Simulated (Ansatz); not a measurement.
## A computed series for MoP: response to strain

The reference is MoP (space group P-6m2, No. 187; a = 3.208 Å, c = 3.173 Å; relaxed with 0.1 eV smearing).

Strains are applied to the cell and any free atomic positions relax.

The values are results of DFT with PBEsol, PAW potentials and a 420 eV plane-wave cutoff in Ansatz (a first-principles code), scalar-relativistic without spin-orbit coupling, not measurements.

Notes on the quantities. pressure: mean of the normal stresses, compression positive.

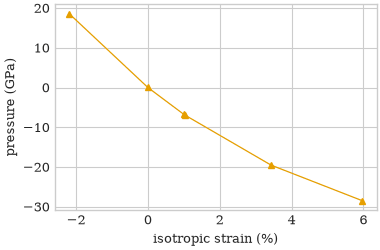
Fig. 1. Pressure against isotropic strain

Problem. From the plot, what is the pressure for isotropic strain +5.96 %?

Solution. About -28 GPa.

Problem. Is the trend monotonic over the range shown?

Solution. Yes, it falls throughout, spanning -28.5 GPa to 18.6 GPa.

Stability against distortions was not tested. All final runs are without spin polarisation. An odd electron count without spin: MoP.
